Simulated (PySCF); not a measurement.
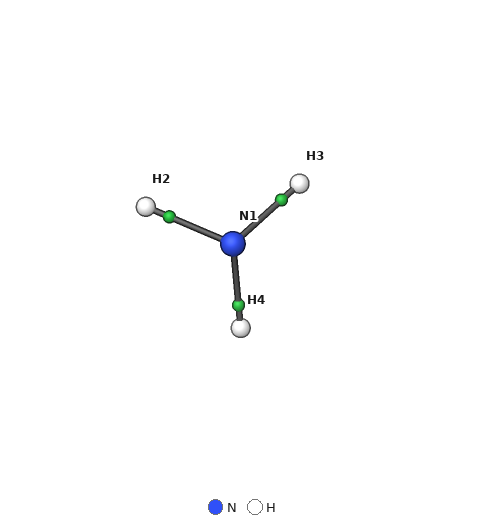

*H₃N, SMILES `N`. Molecular graph of the electron density (QTAIM): bond paths, bond critical points (green), ring points (magenta, if any); weak paths are dashed.*

PySCF calculation, PBE/def2-TZVP, gas phase; geometry: GFN2-xTB. No frequency check shows the geometry to be a minimum.

Q: How many critical points of each kind are there, and does the count close?

A: 4 nuclei, 3 bond, 0 ring and 0 cage critical points: 4 − 3 + 0 − 0 = 1, as the Poincaré–Hopf relation requires.

Q: What does the calculation give at each kind of bond critical point?

A:
| bond | length (Å) | ρ (a.u.) | ∇²ρ (a.u.) | ε | H (a.u.) |
| --- | --- | --- | --- | --- | --- |
| N1–H2 (3 alike) | 1.013 | 0.336 | −1.55 | 0.04 | −0.450 |

Q: What kind of interaction is N1–H2?

A: Shared-shell (covalent): ρ = 0.336, ∇²ρ = −1.55, H = −0.450 a.u.

The PySCF run took 1.9 s on 1 thread of Intel(R) Xeon(R) Platinum 8488C (Sapphire Rapids) (shared host), peak memory 0.19 GiB.
